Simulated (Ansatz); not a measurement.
# C₃H₈AlNO: what the fields show

The calculation's input:

```
crystal:
  periodic: [false, false, false]
  atoms:
    - { symbol: "N", position_ang: [-2.4836, 0.7211, 0.9092] }
    - { symbol: Al, position_ang: [-0.8793, 0.7877, -0.0533] }
    - { symbol: C, position_ang: [-0.1317, -0.3446, -1.4993] }
    - { symbol: C, position_ang: [1.3168, -0.4872, -0.7811] }
    - { symbol: C, position_ang: [1.0049, 0.3618, 0.4384] }
    - { symbol: O, position_ang: [1.0681, -0.3737, 1.6299] }
    - { symbol: H, position_ang: [-3.0708, -0.0117, 0.498] }
    - { symbol: H, position_ang: [-2.2698, 0.5188, 1.876] }
    - { symbol: H, position_ang: [0.0016, 0.2163, -2.406] }
    - { symbol: H, position_ang: [-0.6281, -1.3135, -1.5738] }
    - { symbol: H, position_ang: [1.4271, -1.5606, -0.4919] }
    - { symbol: H, position_ang: [2.0912, -0.0853, -1.3811] }
    - { symbol: H, position_ang: [1.6309, 1.2789, 0.4693] }
    - { symbol: H, position_ang: [0.9095, 0.2629, 2.3945] }
basis:
  gaussian: { orbitals: "6-31G*" }
hamiltonian:
  xc: blyp
  dispersion: d4
relax:
  f_tol: 0.015
  max_steps: 40
output:
  orbitals: {}
```

Command:

```sh
ansatz run input.yaml --threads 2 --pin off --max-ram 3072MiB --backend cpu --events-out ev --progress --plain --runs-dir out
```

The fields are those of the relaxed geometry.

Theory: RKS BLYP-D4/6-31G* (Ansatz).

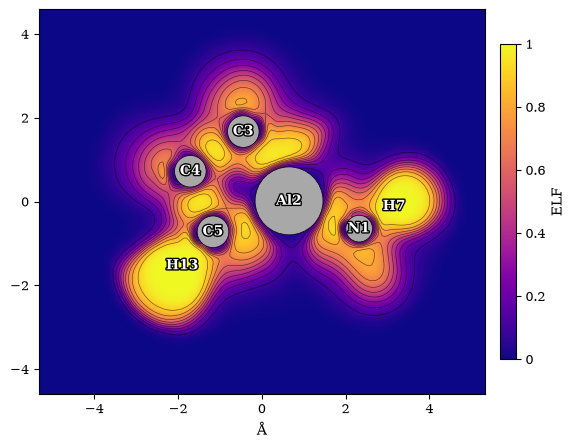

Figure 1. Electron localisation function on the plane of atoms Al2, C5 and C4. Grey discs cover the atomic cores.

Question: Interpret the plot.

Answer:
- Atoms in the plane: N, Al, C and H.
- C–C (1.54 Å): the ELF peaks at about 0.95 between the atoms: a covalent bond.
- Al–N (1.80 Å): the ELF peaks at about 0.90 in the valence shell of N, 0.7 Å from its nucleus, and is about 0.65 at the midpoint.
- C–Al (1.96 Å): the ELF peaks at about 0.90 between the atoms, as expected for a shared but strongly polarised pair.
- C–C (1.59 Å): the ELF peaks at about 0.95 between the atoms (a shared electron pair).

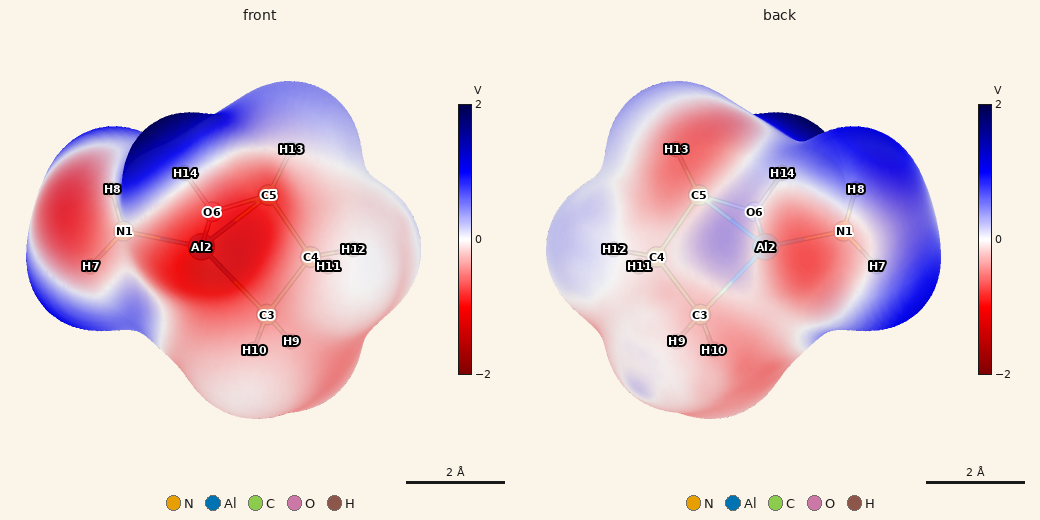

Figure 2. The molecular electrostatic potential painted on the density surface at 0.001 e/bohr³, seen from the front and from behind; red is negative and blue positive.

Question: Describe the electrostatic potential map.

Answer: The most negative region (about −1.2 V) lies over O6, the most positive (about +1.9 V) over H14. O6 is the likeliest acceptor of a hydrogen bond.

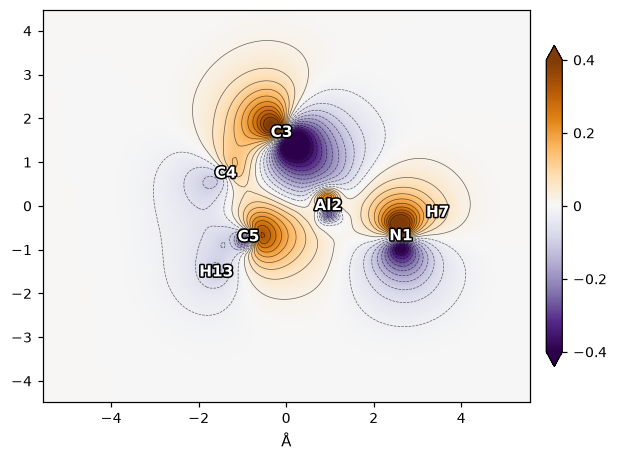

Figure 3. The HOMO−1 on the plane of atoms C3, Al2 and C5 (values in Å⁻³ᐟ²; the overall sign is arbitrary).

Question: Where does this orbital lie, and at what energy?

Answer: Its weight (Hirshfeld) is mainly on N1 (about 40 %), C3 (about 20 %), Al2 (about 15 %) and C5 (about 10 %). Its energy is −5.14 eV.
